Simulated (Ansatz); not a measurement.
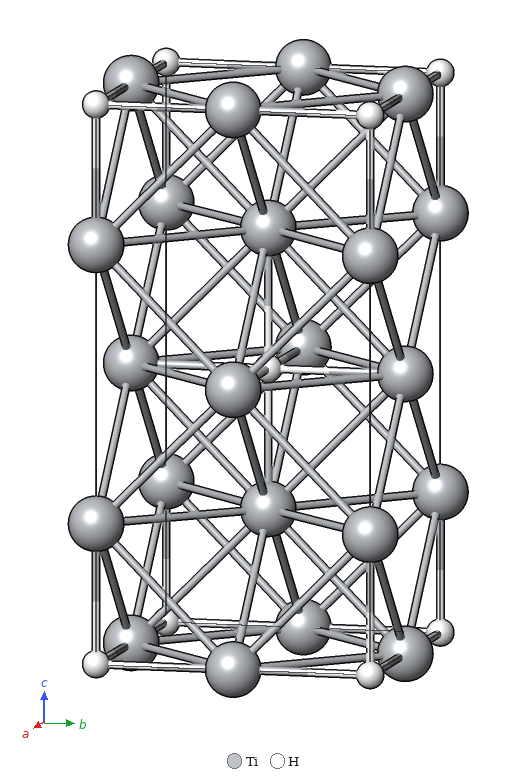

The figure gives a ball-and-stick picture of the atoms, viewed slightly off an axis. Lines trace the edges of the conventional unit cell.

Ti4H, space group I4/mmm (No. 139), a = 4.138 Å, b = 4.138 Å, c = 8.286 Å, α = 90.00°, β = 90.00°, γ = 90.00°. The starting point was a structure type filled with these elements by a generator (whether the compound takes this form wasn't checked). Earlier steps of the study may have refined or changed the cell and positions. An electronic-structure calculation with Ansatz was run on it.

This one geometry was computed with Ansatz (DFT, plane waves, PAW) at three levels of theory: LDA, r2SCAN and PBE.

Which level gives the highest pressure at this volume, and what does that say about its equilibrium volume?

Highest: PBE (0.0 GPa), which points to the largest equilibrium volume. Lowest, with the smallest volume: LDA (-8.6 GPa). Levels within 0.5 GPa of each other can't be told apart.

How does the band gap change with the level of theory?

All levels give a metal.

Collect the results in a table.

| level | cutoff (eV) | k-mesh of the run's cell | gap (eV) | pressure (GPa) |
| --- | --- | --- | --- | --- |
| LDA | 420 | 12×12×12 | metal | -8.6 |
| r2SCAN | 500 | 12×12×12 | metal | -0.6 |
| PBE | 420 | 12×12×12 | metal | 0.0 |

Gaps are taken on the k-mesh or band path of each run.
